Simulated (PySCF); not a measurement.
# BCl (SMILES [B]Cl) at 6 levels

Wanted: a comparison of 6 runs (M06-2X/STO-6G, PBE0/STO-6G, CCSDT/STO-6G, QCISD(T)/STO-6G, CCSD(T)/STO-6G, FCI/STO-6G) of BCl. 

The calculation is run with PySCF 2.14.0.

12 further runs of the same task are left out: 2 that didn't finish, 10 set aside as unsound or not needed.

## (1) The structure to begin with

BCl: 2 atoms, total charge 0, spin state singlet. SMILES: `[B]Cl`. The B1–Cl2 distance was set to 1.894 Å, away from the relaxed value.

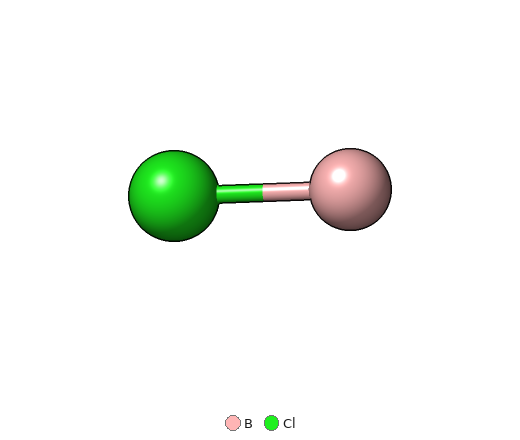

The structure, seen from a chosen angle (boron pink, chlorine green).

## (2) The energy at M06-2X/STO-6G (run 1)

File run.py:

```python
from pyscf import gto, dft

molecule = gto.M(
    atom=[
    ('B', (0.000000, 0.000000, -0.315670)),
    ('Cl', (0.000000, 0.000000, 1.578530)),
],
    max_memory=1860,
    verbose=3,
    charge=0,
    basis='sto-6g',
)

ks = dft.RKS(molecule)
ks.xc = 'm06-2x'
ks.grids.level = 5
ks.conv_tol = 1e-10
ks.kernel()
if not ks.converged:
    ks = ks.newton().run(ks.mo_coeff, ks.mo_occ)

etot = ks.e_tot
print('E = %.10f Eh' % etot)
```

The run is started by

```bash
$ OMP_NUM_THREADS=1 python run.py
```

The program printed:

```text
converged SCF energy = -483.253557740239
E = -483.2535577402 Eh
```

It took 1.7 s on 1 thread of Arm Neoverse V1, shared host; peak memory 0.16 GiB.

## (3) The energy at PBE0/STO-6G (run 2)

File input.py:

```python
from pyscf import gto, dft

mol = gto.Mole()
mol.atom = '''
B        0.000000       0.000000      -0.315670
Cl       0.000000       0.000000       1.578530
'''
mol.basis = 'sto-6g'
mol.max_memory = 1860
mol.verbose = 3
mol.build()

mf = dft.RKS(mol)
mf.xc = 'pbe0'
mf.conv_tol = 1e-10
mf.grids.level = 5
mf.kernel()
if not mf.converged:
    mf = mf.newton().run(mf.mo_coeff, mf.mo_occ)

energy = mf.e_tot
print(f'total energy: {energy:.8f} hartree')
```

The run is started by

```bash
$ OMP_NUM_THREADS=1 python input.py
```

The program printed:

```text
converged SCF energy = -483.114872081582
total energy: -483.11487208 hartree
```

Wall time 1.4 s (1 thread of Arm Neoverse V1, shared host); peak memory 0.16 GiB.

Runs 3 to 4 aren't shown in full; the table further down has their settings and results.

## (4) The energy at CCSD(T)/STO-6G (run 5)

File input.py:

```python
from pyscf import gto, scf, cc

mol = gto.M(
    atom='''
B      0.000000     0.000000    -0.596530
Cl     0.000000     0.000000     2.982989
''',
    max_memory=1860,
    charge=0,
    unit='bohr',
    verbose=3,
    basis='sto-6g',
)

calc0 = scf.RHF(mol)
calc0.conv_tol = 1e-10
calc0.kernel()
if not calc0.converged:
    calc0 = calc0.newton().run(calc0.mo_coeff, calc0.mo_occ)

mycc = cc.CCSD(calc0, frozen=6)
mycc.kernel()
e_t = mycc.ccsd_t()
e_tot = mycc.e_tot + e_t
print('Final energy', e_tot)
```

The run is started by

```bash
$ OMP_NUM_THREADS=1 python input.py
```

The program printed:

```text
converged SCF energy = -482.500921161504
E(CCSD) = -482.5658467841606  E_corr = -0.06492562265701415
CCSD(T) correction = -0.00262138806148325
Final energy -482.568468172222
```

It took 0.76 s on 1 thread of Arm Neoverse V1, shared host; peak memory 0.1 GiB.

## (5) The energy at FCI/STO-6G (run 6)

File input.py:

```python
from pyscf import gto, scf, mcscf
from pyscf import fci

mol = gto.Mole()
mol.atom = '''
B      0.000000     0.000000    -0.596530
Cl     0.000000     0.000000     2.982989
'''
mol.verbose = 3
mol.max_memory = 1860
mol.spin = 0
mol.basis = 'sto-6g'
mol.unit = 'bohr'
mol.build()

hf = scf.RHF(mol)
hf.conv_tol = 1e-10
hf.kernel()
if not hf.converged:
    hf = hf.newton().run(hf.mo_coeff, hf.mo_occ)

cas = mcscf.CASCI(hf, hf.mo_coeff.shape[-1] - 6, (mol.nelec[0] - 6, mol.nelec[1] - 6))  # full CI above the frozen core
cas.fcisolver = fci.direct_spin0.FCI(mol)  # even spin states alone
cas.kernel()
print('<S^2> = %.4f' % cas.fcisolver.spin_square(cas.ci, cas.ncas, cas.nelecas)[0])
etot = cas.e_tot
print('Final energy', etot)
```

The run is started by

```bash
$ OMP_NUM_THREADS=1 python input.py
```

The program printed:

```text
converged SCF energy = -482.500921161504
CASCI E = -482.569043469172  E(CI) = -23.0305188411329  S^2 = 0.0000000
<S^2> = 0.0000
Final energy -482.5690434691719
```

Run time: 0.91 s. Hardware: 1 thread of Arm Neoverse V1, shared host; peak memory 0.12 GiB.

## (6) The series

```csv
run,level,integration grid,frozen core orbitals,energy (Eh),dipole moment (D) of the reference,HOMO energy (eV),LUMO energy (eV),wall time
1,M06-2X/STO-6G,5,–,-483.253558,1.20,-6.80,1.86,1.7 s
2,PBE0/STO-6G,5,–,-483.114872,0.95,-5.50,0.80,1.4 s
3,CCSDT/STO-6G,–,6,-482.568734,1.48,-8.73,5.66,0.99 s
4,QCISD(T)/STO-6G,–,6,-482.568865,1.48,-8.73,5.66,0.76 s
5,CCSD(T)/STO-6G,–,6,-482.568468,1.48,-8.73,5.66,0.76 s
6,FCI/STO-6G,–,6,-482.569043,1.48,-8.73,5.66,0.91 s
```

## (7) Results

| quantity | value |
| --- | --- |
| run 6: total energy | -482.56904 Eh |
| run 6: dipole moment (Hartree–Fock density) | 1.48 D |
| run 6: HOMO energy (Hartree–Fock orbitals) | -8.73 eV |
| run 6: LUMO energy (Hartree–Fock orbitals) | 5.66 eV |
| run 6: HOMO–LUMO gap (Hartree–Fock orbitals) | 14.39 eV |
| run 6: correlation energy (6 core orbitals frozen) | -68.1 mEh |

Against full CI in this basis: CCSDT +0.3 mEh; QCISD(T) +0.2 mEh; CCSD(T) +0.6 mEh. Totals of different functionals can't be ranked against each other. In runs 1, 2, 3, 4, 5, 6 the basis is minimal, so the values are rough. All runs together took 6.6 s, the longest 1.7 s.
